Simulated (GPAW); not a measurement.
# Near-edge structure at the Fe K edge of FeB2W2 (Immm), part 2 of 3

What does one-electron theory with a core hole give for the Fe K edge of FeB2W2 (Immm)?

GPAW 26.7.0; X-ray absorption from dipole matrix elements to empty bands, plane-wave PAW LDA.

So far. Step 2 (The field without a hole): The mesh shows no gap, so the system is treated as a metal and the core electron is put at the Fermi level (neutral cell).

### Step 4. Spectrum with XCH, Fe atom 3

The holes are 6.3 Å apart. In GPAW the data set carries the hole's charge, so charge=0 means a charged cell and charge=-1 a neutral one. The excited electron is kept in the cell, where it fills the lowest empty states and screens the hole. After the field has converged, empty bands are computed with the density fixed and the dipole matrix elements are summed.

The absorber has 4 B at 2.07 Å (distorted square planar, site symmetry mmm).

The input, xas.py:

```python
import numpy as np
from ase import Atoms
from ase.parallel import parprint, paropen
from gpaw import GPAW, PW, FermiDirac, Mixer, MixerDif, setup_paths
from gpaw.test import gen
setup_paths.insert(0, '.')
gen('Fe', name='fch1s', xcname='LDA', corehole=(1, 0, 1), write_xml=True)
from gpaw.mpi import world
world.barrier()

atoms = Atoms('W10Fe5B10',
    cell=[[4.72808148, 2.28139065, -3.54961874],
     [-4.72808148, -2.28139065, -3.54961874],
     [-6.30410864, 4.5627813, 0]],
    scaled_positions=[[0.80319777, 0.60319777, 0.9],
     [0.40319777, 0.00319777, 0.3],
     [0.60319777, 0.80319777, 0.1],
     [0.20319777, 0.20319777, 0.5],
     [0.00319777, 0.40319777, 0.7],
     [0.99680223, 0.59680223, 0.3],
     [0.59680223, 0.99680223, 0.7],
     [0.79680223, 0.79680223, 0.5],
     [0.39680223, 0.19680223, 0.9],
     [0.19680223, 0.39680223, 0.1],
     [0, 0, 0],
     [0.6, 0.4, 0.4],
     [0.8, 0.2, 0.2],
     [0.4, 0.6, 0.6],
     [0.2, 0.8, 0.8],
     [0.21737392, 0.78262608, 0.07606088],
     [0.81737392, 0.18262608, 0.47606088],
     [0.01737392, 0.98262608, 0.27606088],
     [0.61737392, 0.38262608, 0.67606088],
     [0.41737392, 0.58262608, 0.87606088],
     [0.58262608, 0.41737392, 0.12393912],
     [0.18262608, 0.81737392, 0.52393912],
     [0.38262608, 0.61737392, 0.32393912],
     [0.98262608, 0.01737392, 0.72393912],
     [0.78262608, 0.21737392, 0.92393912]],
    magmoms=[0.0, 0.0, 0.0, 0.0, 0.0, 0.0, 0.0, 0.0, 0.0, 0.0, 4.0, 4.0, 4.0, 4.0, 4.0, 0.0, 0.0, 0.0, 0.0, 0.0, 0.0, 0.0, 0.0, 0.0, 0.0],
    pbc=True)
atoms.calc = calc = GPAW(legacy_gpaw=True, mode=PW(430), xc='LDA', setups={10: 'fch1s'},
    kpts={'size': (3, 3, 3), 'gamma': True}, occupations=FermiDirac(0.1),
    charge=-1, mixer=MixerDif(0.05, 8, 50), maxiter=150,
    convergence={'density': 0.0001}, txt='scf.txt')
energy = atoms.get_potential_energy() + calc.get_reference_energy()
ef = calc.get_fermi_level()
out = dict(energy=energy, fermi=ef, forces=atoms.get_forces().tolist(), magmoms=atoms.get_magnetic_moments().tolist())
parprint(f'all-electron energy {energy:.4f} eV, Fermi level {ef:.4f} eV')
ev = np.array([[calc.get_eigenvalues(k, s) for k in range(len(calc.get_ibz_k_points()))] for s in range(calc.get_number_of_spins())])
out['homo'], out['lumo'], out['counts'] = ev[ev < ef].max(), ev[ev > ef].min(), sorted(set((ev < ef).sum((0, 2)).tolist()))
out['filled'] = (ev[:, 0] < ef).sum(1).tolist()

from ase.units import Ha
from gpaw.xas import dipole_matrix_elements
nb = int(calc.get_number_of_electrons() / 2) + 229
top, nb = nb, nb + 8 + nb // 12
nscf = calc.fixed_density(kpts={'size': (3, 3, 3), 'gamma': True}, nbands=nb,
    convergence={'bands': top, 'eigenstates': 1e-5}, maxiter=60, txt='nscf.txt')
cell = atoms.cell.array
ops = [cell.T @ U.T @ np.linalg.inv(cell.T) for U in nscf.wfs.kd.symmetry.op_scc]
E = np.arange(-6, 34, 0.1)
fwhm = np.interp(E, [4, 25], [1.25, 3.5])
Y, X, zero, highest = 0, 0, 1e9, 1e9
for spin in range(nscf.get_number_of_spins()):
    wfs = nscf.wfs
    A = dipole_matrix_elements(wfs.setups[10])
    eps = np.zeros((wfs.kd.nibzkpts, nb))
    d = np.zeros((3, A.shape[1], wfs.kd.nibzkpts, nb), complex)
    for kpt in wfs.kpt_u:
        if kpt.s == spin and 10 in kpt.P_ani:
            eps[kpt.k] = kpt.eps_n * Ha
            d[:, :, kpt.k] = (kpt.weight * wfs.nspins / 2) ** 0.5 * np.inner(A, kpt.P_ani[10])
    world.sum(eps)
    world.sum(d)
    T = np.einsum('amkn,bmkn->abkn', d, d.conj()).real
    T = sum(np.einsum('ai,ijkn,bj->abkn', R, T, R) for R in ops) / len(ops)
    empty = eps > ef
    zero, highest = min(zero, eps[empty].min()), min(highest, eps[:, top - 1].min())
    lines = [(eps, T, empty)] if spin == 0 else lines + [(eps, T, empty)]
for eps, T, empty in lines:
    f = np.einsum('aakn->akn', T).reshape(3, -1)
    x = eps.ravel() - zero
    w = np.interp(x, E, fwhm) / 2.35482
    g = np.exp(-0.5 * ((E[:, None] - x) / w) ** 2) / (w * (2 * np.pi) ** 0.5)
    Y = Y + (f * empty.ravel()) @ g.T
    X = X + (f * ~empty.ravel()) @ g.T
out.update(E=E.round(2).tolist(), xas=Y.tolist(), xes=X.tolist(), zero=zero, valid=highest - zero, nk=len(eps), nb=nb)
for i in range(0, len(E), 10):
    parprint(f'{E[i]:7.2f}', *(f'{v:10.3e}' for v in Y[:, i]))
import json
with paropen('out.json', 'w') as f:
    json.dump(out, f)
```

Launch:

```bash
$ OMP_NUM_THREADS=1 mpirun -n 4 gpaw python xas.py
```

Numbers of over 12 decimals in the logs are rounded to 6 here.

The program printed:

```text
Input parameters:
  charge: -1
  convergence: {density: 0.0001}
  kpts: {gamma: True,
         size: (3, 3, 3)}
  maxiter: 150
  mixer: {backend: pulay,
          beta: 0.05,
          method: difference,
          nmaxold: 8,
          weight: 50}
  mode: {ecut: 430.0,
         name: pw}
  occupations: {fixmagmom: False,
                name: fermi-dirac,
                width: 0.1}
  setups: {10: fch1s}

Initialize ...

[... PAW data sets ...]

Reference energy: -4557443.839248  # eV

Spin-polarized calculation.
Initial magnetic moment: 20.000000

[... convergence settings ...]
Symmetries present (total): 4
  [... symmetry matrices ...]

27 k-points: 3 x 3 x 3 Monkhorst-Pack grid
10 k-points in the irreducible part of the Brillouin zone
       k-points in crystal coordinates                weights
   0:     0.00000000    0.00000000    0.00000000          1/27
   1:     0.00000000    0.00000000    0.33333333          2/27
   2:     0.33333333   -0.33333333   -0.33333333          2/27
   3:     0.33333333   -0.33333333    0.00000000          2/27
   4:     0.33333333   -0.33333333    0.33333333          2/27
   5:     0.33333333    0.00000000   -0.33333333          4/27
   6:     0.33333333    0.00000000    0.00000000          4/27
   7:     0.33333333    0.00000000    0.33333333          4/27
   8:     0.33333333    0.33333333    0.00000000          2/27
   9:     0.33333333    0.33333333    0.33333333          4/27

Wave functions: Plane wave expansion
  Cutoff energy: 430.000 eV
  Number of coefficients (min, max): 5150, 5180
  Pulay-stress correction: 0.000000 eV/Ang^3 (de/decut=0.000000)
  Using FFTW library
  Wavefunction extrapolation:
    Improved wavefunction reuse through dual PAW basis

Occupation numbers: Fermi-Dirac:
  width: 0.1000  # eV

Eigensolver
   Davidson(niter=2)

Densities:
  Coarse grid: 32*32*40 grid
  Fine grid: 64*64*80 grid
  Total Charge: 0.000000

Density mixing:
  Method: difference
  Backend: pulay
  Linear mixing parameter: 0.05
  old densities: 8
  Width of damping distribution: 1.1
  Damping of long wavelength oscillations: 50

[... Hamiltonian set-up ...]
Number of atoms: 25
Number of atomic orbitals: 215
Number of bands in calculation: 143
Number of valence electrons: 211
Bands to converge: occupied

... initialized

Initializing position-dependent things.

Density initialized from atomic densities
Creating initial wave functions:
  143 bands from LCAO basis set

             W    W  W     Fe
                      B       B
              B      B W     B
         Fe      Fe     Fe      Fe
            B       B      B
           B       B
             W       W W    W

Atomic positions and initial magnetic moments

Positions:
   0 W     -4.728081    4.562781   -4.992168    ( 0.0000,  0.0000,  0.0000)
   1 W      0.000000    2.281391   -1.442549    ( 0.0000,  0.0000,  0.0000)
   2 W     -1.576027   -0.000000   -4.992168    ( 0.0000,  0.0000,  0.0000)
   3 W     -3.152054    2.281391   -1.442549    ( 0.0000,  0.0000,  0.0000)
   4 W     -6.304109    2.281391   -1.442549    ( 0.0000,  0.0000,  0.0000)
   5 W      0.000000    2.281391   -5.656688    ( 0.0000,  0.0000,  0.0000)
   6 W     -6.304109    2.281391   -5.656688    ( 0.0000,  0.0000,  0.0000)
[...]
22 B     -3.152054    0.942512   -3.549619    ( 0.0000,  0.0000,  0.0000)
  23 B     -0.000000    5.505293   -3.549619    ( 0.0000,  0.0000,  0.0000)
  24 B     -3.152054    5.505293   -3.549619    ( 0.0000,  0.0000,  0.0000)

Unit cell:
           periodic     x           y           z      points  spacing
  1. axis:    yes    4.728081    2.281391   -3.549619    32     0.1759
  2. axis:    yes   -4.728081   -2.281391   -3.549619    32     0.1759
  3. axis:    yes   -6.304109    4.562781    0.000000    40     0.1712

  Lengths:   6.337136   6.337136   7.782079
  Angles:   66.838956 113.161044 111.870448

[...]
5 W  ( 0.000000,  0.000000,  0.000645)
   6 W  ( 0.000000,  0.000000,  0.000645)
   7 W  ( 0.000000,  0.000000,  0.000309)
   8 W  ( 0.000000,  0.000000,  0.000361)
   9 W  ( 0.000000,  0.000000,  0.000361)
  10 Fe ( 0.000000,  0.000000, -0.023309)
  11 Fe ( 0.000000,  0.000000,  0.000924)
  12 Fe ( 0.000000,  0.000000,  0.001087)
  13 Fe ( 0.000000,  0.000000,  0.000924)
  14 Fe ( 0.000000,  0.000000,  0.001087)
  15 B  ( 0.000000,  0.000000,  0.000176)
  16 B  ( 0.000000,  0.000000,  0.000012)
  17 B  ( 0.000000,  0.000000,  0.000177)
  18 B  ( 0.000000,  0.000000, -0.000001)
  19 B  ( 0.000000,  0.000000,  0.000009)
  20 B  ( 0.000000,  0.000000,  0.000009)
  21 B  ( 0.000000,  0.000000,  0.000012)
  22 B  ( 0.000000,  0.000000, -0.000001)
  23 B  ( 0.000000,  0.000000,  0.000177)
  24 B  ( 0.000000,  0.000000,  0.000176)

Energy contributions relative to reference atoms: (reference = -4557443.839248)

Kinetic:       +200.385475
Potential:     -198.818426
External:        +0.000000
XC:            -309.507313
Entropy (-ST):   -0.382227
Local:           +0.177958
SIC:             +0.000000
--------------------------
Free energy:   -308.144533
Extrapolated:  -307.953420

Spin contamination: 9.616564 electrons
Showing only first 2 kpts
                      Up                     Down
 Kpt  Band  Eigenvalues  Occupancy  Eigenvalues  Occupancy
  0   103     13.75414    0.96492     13.74907    0.96660
  0   104     13.85114    0.91249     13.85054    0.91296
  0   105     14.22966    0.19143     14.22852    0.19320
  0   106     14.40926    0.03780     14.39886    0.04177

  1   103     13.99585    0.71041     13.99269    0.71685
  1   104     14.17662    0.28693     14.17096    0.29864
  1   105     14.32087    0.08683     14.32142    0.08640
  1   106     14.38870    0.04604     14.38325    0.04849

Fermi level: 14.08558

No gap
No difference between direct/indirect transitions

Forces in eV/Ang:
  0 W     0.16137   -0.02419    0.28478
  1 W    -0.00107    0.00398    0.08872
  2 W    -0.16137    0.02419    0.28478
  3 W     0.00000    0.00000    0.14967
  4 W     0.00107   -0.00398    0.08872
  5 W    -0.00107    0.00398   -0.08872
  6 W     0.00107   -0.00398   -0.08872
[...]
22 B     0.02844   -0.16026    0.00000
 23 B     0.05345   -0.11681    0.00000
 24 B    -0.10063   -0.16524    0.00000
Scalar-relativistic atomic LDA calculation for Fe (Iron, Z=26)
Core hole in 1s state (1s occupation: 1.0)
600 radial gridpoints.
|------------------------------------------------|
|------------------------------------------------|
[... the atom generator's iteration count ...]

Energy contributions:
-------------------------
Kinetic:    +1017.191859
XC:           -46.144240
Potential:  -1978.893260
-------------------------
Total:      -1007.845641

state      eigenvalue         ekin         rmax
-----------------------------------------------
1s^1.0 :  -267.812489   339.542654        0.038
2s^2.0 :   -32.757975    64.605958        0.217
2p^6.0 :   -28.815929    64.226874        0.173
3s^2.0 :    -4.204234    14.362904        0.677
3p^6.0 :    -2.970751    12.917389        0.677
3d^6.0 :    -0.864258     8.881693        0.650
4s^2.0 :    -0.535768     1.777873        2.128
4p^0.0 :    -0.326687     1.191254        2.559
-----------------------------------------------
(units: Bohr and Hartree)

Generating PAW setup
Kinetic energy of the core from tauc = 967.165349
Cutoffs:
rc(s)=2.200
rc(p)=2.000
rc(d)=2.000
rc(vbar)=1.800
rc(comp)=2.000
rc(nct)=2.200

Kinetic energy of the core states: 960.345957
Charge: 1.0
Core electrons: 17.0
Valence electrons: 8.0
Pseudo-core charge: 0.606597
Shape function alpha=2.500
Pseudo-electron charge 4.166632
state    eigenvalue         norm
--------------------------------
4s(2) :    -0.535768     1.073068
*s    :     0.464232
4p(0) :    -0.326687     0.992560
*p    :     0.673313
3d(6) :    -0.864258     0.235650
*d    :     0.135742
--------------------------------

Diagonalizing with gridspacing h=0.050

state   all-electron     PAW
-------------------------------
4s:      -0.535768    -0.535906
4p:      -0.326687    -0.326805
3d:      -0.864258    -0.864759
*f:                   -0.021137
-------------------------------
all-electron energy -4557751.7927 eV, Fermi level 14.0856 eV
  -6.00  9.093e-37  4.454e-38  1.153e-36
  -5.00  3.892e-28  2.136e-29  3.809e-28
  -4.00  4.871e-21  3.130e-22  3.707e-21
  -3.00  1.816e-15  1.404e-16  1.079e-15
  -2.00  2.114e-11  1.952e-12  9.731e-12
  -1.00  8.608e-09  8.911e-10  2.998e-09
  -0.00  1.532e-07  1.677e-08  4.422e-08
[...]
31.00  5.507e-07  5.032e-07  4.290e-07
  32.00  5.246e-07  5.525e-07  4.411e-07
  33.00  5.287e-07  5.497e-07  4.504e-07
[key lines of the parts left out:]
Converged after 29 iterations.
Dipole moment: (0.000000, 0.000000, -0.000000) |e|*Ang
```

Run time: 15 min. Hardware: 4 MPI ranks of Arm Neoverse V1, shared host; peak memory 0.82 GiB.

The Fe K spectrum, Fe atom 3, excited-electron core hole (neutral cell) (energy from the lowest empty level; intensity scaled to a mean of 1 over the first 20 eV; polarised curves are means over the symmetry-equivalent atoms):

```
E (eV)  isotropic  ε ∥ x  ε ∥ y  ε ∥ z
  -2.0       0.00   0.00   0.00   0.00
  -0.5       0.06   0.14   0.01   0.04
   1.0       0.28   0.53   0.08   0.24
   2.5       0.27   0.31   0.24   0.27
   4.0       0.47   0.66   0.63   0.13
   5.5       0.49   0.85   0.38   0.23
   7.0       0.38   0.30   0.37   0.46
   8.5       0.58   0.29   0.34   1.11
  10.0       0.69   0.39   0.49   1.20
  11.5       1.01   0.59   1.02   1.42
  13.0       1.26   0.77   1.48   1.54
  14.5       1.64   1.33   1.95   1.64
  16.0       2.08   1.76   2.25   2.25
  17.5       2.07   1.70   2.07   2.45
  19.0       1.79   1.84   1.64   1.89
  20.5       1.54   1.98   1.54   1.11
  22.0       1.42   1.81   1.68   0.77
  23.5       1.36   1.69   1.60   0.78
  25.0       1.37   1.81   1.38   0.91
  26.5       1.37   1.92   1.10   1.08
  28.0       1.30   1.85   0.91   1.15
  29.5       1.25   1.63   1.00   1.11
  31.0       1.27   1.42   1.30   1.11
```

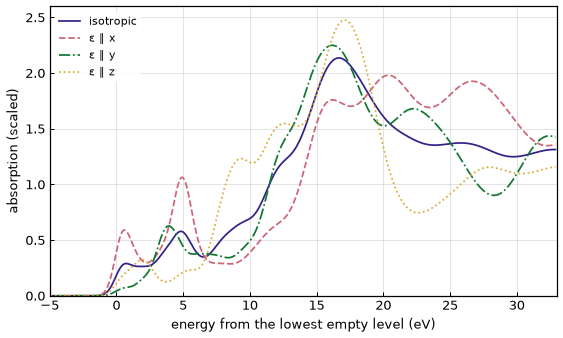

The Fe K edge, Fe atom 3, excited-electron core hole (neutral cell): main maxima at 4.8 and 16.7 eV.

Main maxima below 30 eV (height): 4.8 eV (0.58) and 16.7 eV (2.14). A K edge sees empty p states. The weak features of the first eV are p character mixed into the empty d bands; the main 4p edge lies above them.

The total-energy difference is 7091.23 eV. The tabulated edge of the element is 7112 eV. The functional leaves an error in such absolute values: in the free atom LDA prices this hole 16.1 eV below PBE (computed apart), and PBE is itself good to a few eV.

### Step 5. Spectrum with FCH, Fe atom 3

The holes are 6.3 Å apart. In GPAW the data set carries the hole's charge, so charge=0 means a charged cell and charge=-1 a neutral one. The excited electron is left out and a uniform background balances the charge. After the field has converged, empty bands are computed with the density fixed and the dipole matrix elements are summed.

Changed against the first core-hole run: core hole to FCH.

Changes to xas.py since step 4:

```diff
@@ -43,3 +43,3 @@
     kpts={'size': (3, 3, 3), 'gamma': True}, occupations=FermiDirac(0.1),
-    charge=-1, mixer=MixerDif(0.05, 8, 50), maxiter=150,
+    charge=0, mixer=MixerDif(0.05, 8, 50), maxiter=150,
     convergence={'density': 0.0001}, txt='scf.txt')
```

The program printed:

```text
Input parameters:
  convergence: {density: 0.0001}
  kpts: {gamma: True,
         size: (3, 3, 3)}
  maxiter: 150
  mixer: {backend: pulay,
          beta: 0.05,
          method: difference,
          nmaxold: 8,
          weight: 50}
  mode: {ecut: 430.0,
         name: pw}
  occupations: {fixmagmom: False,
                name: fermi-dirac,
                width: 0.1}
  setups: {10: fch1s}

Initialize ...

[...]
4s:      -0.535768    -0.535906
4p:      -0.326687    -0.326805
3d:      -0.864258    -0.864759
*f:                   -0.021137
-------------------------------
all-electron energy -4557765.8126 eV, Fermi level 13.9614 eV
  -6.00  3.134e-37  1.587e-37  2.018e-37
  -5.00  1.322e-28  4.978e-29  9.214e-29
  -4.00  1.795e-21  4.743e-22  1.234e-21
  -3.00  7.852e-16  1.466e-16  4.904e-16
[...]
32.00  5.270e-07  5.490e-07  4.395e-07
  33.00  5.277e-07  5.536e-07  4.499e-07
[key lines of the parts left out:]
Converged after 28 iterations.
Dipole moment: (-0.000000, 0.000000, -0.000000) |e|*Ang
Free energy:   -322.168257
Fermi level: 13.96139
```

Elapsed: 15 min, on 4 MPI ranks; peak memory 0.82 GiB.

```csv
E (eV),first run,this run
-2.0,0.00,0.00
-1.0,0.01,0.01
0.0,0.18,0.17
1.0,0.28,0.29
2.0,0.26,0.27
3.0,0.31,0.30
4.0,0.47,0.46
5.0,0.57,0.58
6.0,0.39,0.42
7.0,0.38,0.37
8.0,0.52,0.51
9.0,0.63,0.62
10.0,0.69,0.69
11.0,0.87,0.84
12.0,1.13,1.11
13.0,1.26,1.26
14.0,1.47,1.44
15.0,1.82,1.79
16.0,2.08,2.08
17.0,2.13,2.15
18.0,1.99,2.04
19.0,1.79,1.84
20.0,1.61,1.65
21.0,1.49,1.52
22.0,1.42,1.44
23.0,1.37,1.38
24.0,1.35,1.36
25.0,1.37,1.38
26.0,1.37,1.39
27.0,1.35,1.37
28.0,1.30,1.32
29.0,1.26,1.28
30.0,1.25,1.26
31.0,1.27,1.28
32.0,1.30,1.31
```

Against the first run the r.m.s. difference is 2 %. The highest intensity below 24 eV goes from 16.7 eV (2.14) to 16.8 eV (2.16).

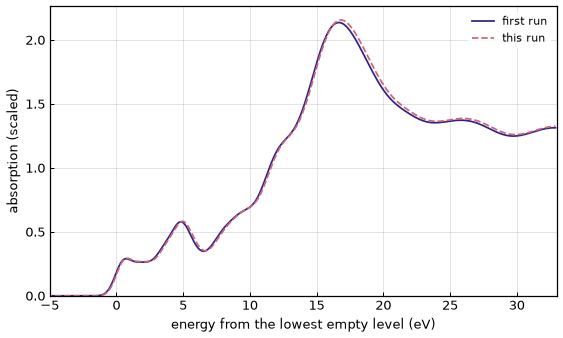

The effect of the change (core hole to FCH).

The photon energy of the zero moves by -0.05 eV.

### Step 6. Reference energy of the cell

The cell and mesh change for the next run, so it gets a reference energy of its own.

The input, scf.py:

```python
import numpy as np
from ase import Atoms
from ase.parallel import parprint, paropen
from gpaw import GPAW, PW, FermiDirac, Mixer, MixerDif, setup_paths
from gpaw.test import gen
setup_paths.insert(0, '.')
gen('Fe', name='nch1s', xcname='LDA', corehole=(1, 0, 0), write_xml=True)
from gpaw.mpi import world
world.barrier()

atoms = Atoms('W2FeB2',
    cell=[[3.15205432, 0, 0],
     [-1.57602716, 2.28139065, 3.54961874],
     [1.57602716, -2.28139065, 3.54961874]],
    scaled_positions=[[0.5, 0.29680223, 0.29680223],
     [0.5, 0.70319777, 0.70319777],
     [0, 0, 0],
     [0.7934348, 0.2934348, 0.7065652],
     [0.2065652, 0.7065652, 0.2934348]],
    magmoms=[0.0, 0.0, 4.0, 0.0, 0.0],
    pbc=True)
atoms.calc = calc = GPAW(legacy_gpaw=True, mode=PW(430), xc='LDA', setups={2: 'nch1s'},
    kpts={'size': (6, 6, 6), 'gamma': True}, occupations=FermiDirac(0.1),
    charge=0, mixer=MixerDif(0.05, 8, 50), maxiter=150,
    convergence={'density': 0.0001}, txt='scf.txt')
energy = atoms.get_potential_energy() + calc.get_reference_energy()
ef = calc.get_fermi_level()
out = dict(energy=energy, fermi=ef, forces=atoms.get_forces().tolist(), magmoms=atoms.get_magnetic_moments().tolist())
parprint(f'all-electron energy {energy:.4f} eV, Fermi level {ef:.4f} eV')
ev = np.array([[calc.get_eigenvalues(k, s) for k in range(len(calc.get_ibz_k_points()))] for s in range(calc.get_number_of_spins())])
out['homo'], out['lumo'], out['counts'] = ev[ev < ef].max(), ev[ev > ef].min(), sorted(set((ev < ef).sum((0, 2)).tolist()))
out['filled'] = (ev[:, 0] < ef).sum(1).tolist()
import json
with paropen('out.json', 'w') as f:
    json.dump(out, f)
```

Launch:

```bash
$ OMP_NUM_THREADS=1 mpirun -n 4 gpaw python scf.py
```

The program printed:

```text
Input parameters:
  convergence: {density: 0.0001}
  kpts: {gamma: True,
         size: (6, 6, 6)}
  maxiter: 150
  mixer: {backend: pulay,
          beta: 0.05,
          method: difference,
          nmaxold: 8,
          weight: 50}
  mode: {ecut: 430.0,
         name: pw}
  occupations: {fixmagmom: False,
                name: fermi-dirac,
                width: 0.1}
  setups: {2: nch1s}

Initialize ...

[...]
warnings.warn(
<dir> UserWarning: Using symmetrized grid: (24,24,24).

  warnings.warn('Using symmetrized grid: ({},{},{}).\n'.format(*N_c))
<dir> UserWarning: Using symmetrized grid: (24,24,24).

  warnings.warn('Using symmetrized grid: ({},{},{}).\n'.format(*N_c))
<dir> UserWarning: Using symmetrized grid: (24,24,24).

  warnings.warn('Using symmetrized grid: ({},{},{}).\n'.format(*N_c))
all-electron energy -912968.5749 eV, Fermi level 14.0801 eV
[key lines of the parts left out:]
Converged after 29 iterations.
Dipole moment: (-0.000000, 0.000000, 0.000000) |e|*Ang
Free energy:    -53.242279
Fermi level: 14.08011
```

Wall time 63 s (4 MPI ranks); peak memory 0.33 GiB; 4.2 min of CPU time.

(Part 2 of 3 ends here.)

[Banner, clock and machine lines of the logs are left out without a mark of their own.]

[Logs are printed without paths, hosts, clocks, repeated set-up lines and the standing remarks that a program may print on its own settings, such as how far it seeks lower states.]

[Hosts, paths, dates, database ids (printed as entryN), source tags and the programs' standing remarks are cut or masked in the printed files.]

[Lists of maxima count a maximum above −3 eV only where it reaches 4 % of the highest in the window and stands out from its surroundings by 2 % of it (1.5 % where it reaches 55 %); shoulders and weaker maxima are passed over, and of the rest the first, up to two pre-edge ones and the few strongest are named.]
